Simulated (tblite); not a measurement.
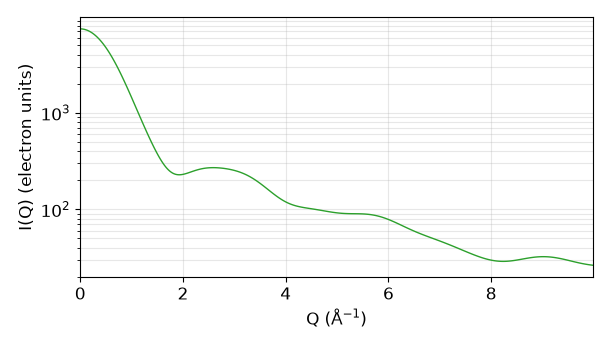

Elastic X-ray scattering of a randomly oriented, rigid molecule, calculated with the Debye equation from neutral-atom form factors (independent atoms, no Compton part, no vibration). The geometry is the end point of an optimisation (GFN2-xTB geometry optimisation, gas phase in tblite 0.8.0); it may be a saddle point or a higher isomer. It contains C, F, H.

**How many electrons does the independent-atom model of the molecule hold?**

I(0) is the square of the electron number: I(0) = 7390, so about 86 electrons, the count of C6H5F5.

**What radius of gyration does the initial fall-off give?**

From I(Q) ≈ I(0) exp(−Q²R²/3) at small Q, R ≈ 2.34 Å. It is larger than the electron-weighted radius of the nuclear positions alone (2.24 Å), because each atom's electron cloud adds to it.
